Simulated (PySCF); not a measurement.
C$_{4}$H$_{9}$F$_{3}$Si$_{2}$

The calculation's input:

```
{"job": {"kind": "nmr", "xc": "PBE0", "basis": "pcSseg-1"}, "charge": 0, "multiplicity": 1}
C      2.840143    -0.981072    -0.454761
C      2.195078     0.057486     0.057368
Si     0.341218     0.114242     0.378148
C     -0.707248    -0.959975    -0.769323
Si    -2.607078    -0.737084    -0.653335
C     -0.149000     1.964284    -0.007838
F      0.751573     2.856856     0.455706
F     -1.329872     2.311951     0.548117
F     -0.275078     2.219732    -1.328040
H      2.327017    -1.886482    -0.735532
H      3.906448    -0.974972    -0.618315
H      2.770773     0.938754     0.317983
H      0.022444    -0.025926     1.803671
H     -0.406762    -0.770444    -1.801456
H     -0.467152    -2.004411    -0.572386
H     -3.017463    -0.961566     0.733454
H     -3.219170    -1.750280    -1.519287
H     -2.984631     0.595226    -1.110590
```

Run with:

```sh
OMP_NUM_THREADS=1 python probes_run.py task.json out
```

Geometry: GFN2-xTB.

All numbers below come from PBE0/pcSseg-1, SCF density, gas phase, non-relativistic in PySCF 2.14.0.

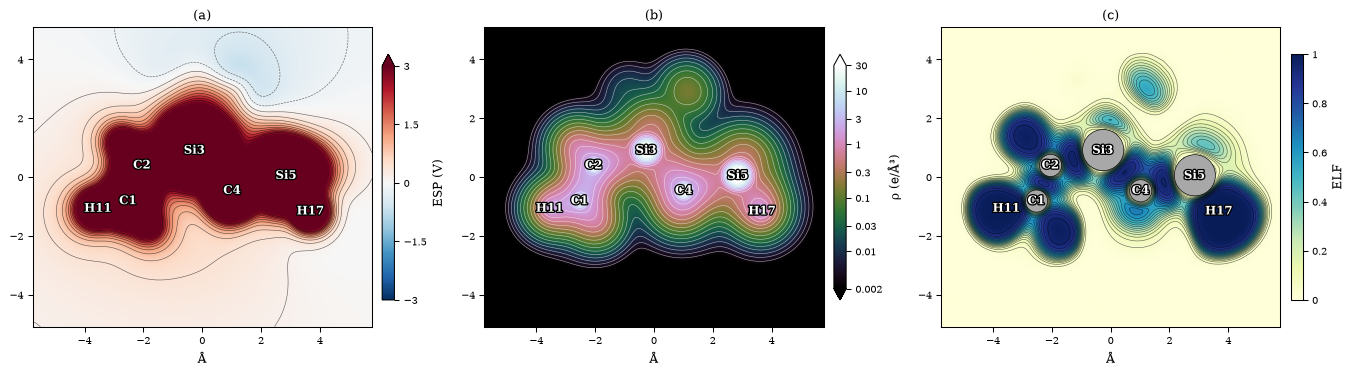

Figure 1. (a) electrostatic potential; (b) electron density; (c) ELF on the plane of atoms C4, Si5 and H17. Grey discs cover the atomic cores in the ELF map.

Q: What do the fields say about this system?

A: Atoms in the plane: C, Si and H.
C–C (1.33 Å): ρ is about 2.3 e/Å³ halfway; the ELF peaks at about 0.90 between the atoms; a multiple bond.
C–Si (1.88 Å): ρ is about 0.95 e/Å³ halfway; the ELF peaks at about 0.95 between the atoms, as expected for a shared electron pair.
C–H (1.08 Å): the density is about 2 e/Å³ at the midpoint; the ELF climbs to about 1 towards the hydrogen, as it does in any bond to H: an ordinary covalent bond to hydrogen.
Si–H (1.47 Å): the density is about 0.8 e/Å³ at the midpoint; the ELF climbs to about 1 towards the hydrogen.
Outside the dense part of the molecule the potential is most negative (−0.7 V) near F8, which lies off the plane.

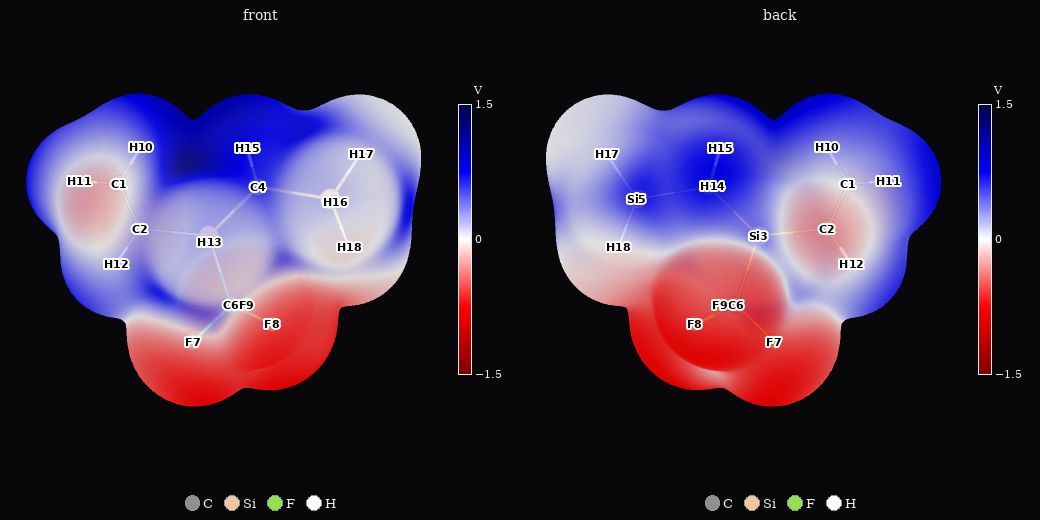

Figure 2. The molecular electrostatic potential painted on the density surface at 0.001 e/bohr³, seen from the front and from behind; red is negative and blue positive.

Q: Which sites attract a positive test charge, and which a negative one?

A: A positive charge is drawn to the negative regions and a negative charge to the positive ones. The most negative region (about −0.8 V) lies over F7, F8 and F9, the most positive (about +1.1 V) over Si3.
